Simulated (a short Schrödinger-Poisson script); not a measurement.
System: MOS inversion layer, SiO2 on p-type Si(111), at 400 K.

| layer | material | thickness (nm) | Na (cm⁻³) |
|---|---|---|---|
| 1 | SiO2 | 2.9 | - |
| 2 | Si | 780 | 6e17 |

Constants are typed, rounded textbook-type inputs, not results; the design itself was drawn at random and stands for no fabricated device. SiO2: permittivity 3.9, conduction-band edge (eV) 3.15, gap (eV) 9, electron mass (mₑ) 0.5. Si: permittivity 11.7, conduction-band edge (eV) 0, gap (eV) 1.124, Nv at 300 K (cm⁻³) 3.1e19.

Channel valleys (confinement mass, in-plane density-of-states mass, number): Δ6 0.258, 0.358, 6. At the gate the conduction-band edge of layer 1 lies 3.69 eV − eVg above the Fermi level of the channel; the field vanishes at the back. Gaps are held at their typed values at every temperature. Mesh 0.03 nm at interfaces.

Solved with a short Schrödinger-Poisson script written for these runs: 1D Poisson equation in equilibrium, electrons quantum, Hartree (BenDaniel-Duke, 12 states a valley, the channel's in-plane mass for all, wave functions free to enter the dielectric), parabolic valleys, classical holes, full ionisation, no traps, pinning or gate leakage.

Only gate voltages with over 1e8 electrons/cm² are shown.

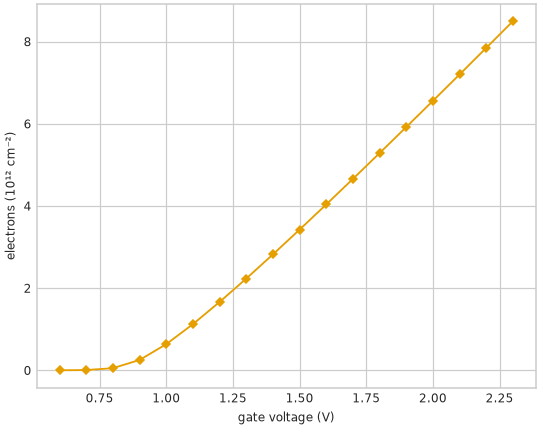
*Sheet density against gate voltage*

| Vg (V) | electrons (cm⁻²) | C (μF/cm²) | Δ6 E0 (meV) | Δ6 E1 (meV) |
|---|---|---|---|---|
| 0.6 | 6.96e8 | 0.221 | 371.4 | 464.7 |
| 0.7 | 6.38e9 | 0.227 | 294.7 | 392.2 |
| 0.8 | 5.23e10 | 0.329 | 222.0 | 323.3 |
| 0.9 | 2.52e11 | 0.585 | 167.4 | 272.2 |
| 1 | 6.37e11 | 0.768 | 135.1 | 243.3 |
| 1.1 | 1.12e12 | 0.859 | 115.1 | 226.4 |
| 1.2 | 1.66e12 | 0.910 | 101.2 | 215.5 |
| 1.3 | 2.23e12 | 0.941 | 90.7 | 207.7 |
| 1.4 | 2.82e12 | 0.964 | 82.2 | 202.0 |
| 1.5 | 3.42e12 | 0.980 | 75.1 | 197.5 |
| 1.6 | 4.04e12 | 0.993 | 69.0 | 194.0 |
| 1.7 | 4.66e12 | 1.00 | 63.7 | 191.1 |
| 1.8 | 5.29e12 | 1.01 | 58.9 | 188.7 |
| 1.9 | 5.92e12 | 1.02 | 54.6 | 186.7 |
| 2 | 6.56e12 | 1.03 | 50.7 | 185.1 |
| 2.1 | 7.20e12 | 1.03 | 47.0 | 183.6 |
| 2.2 | 7.85e12 | 1.04 | 43.7 | 182.4 |
| 2.3 | 8.50e12 | 1.04 | 40.5 | 181.4 |

Subbands count from the Fermi level.
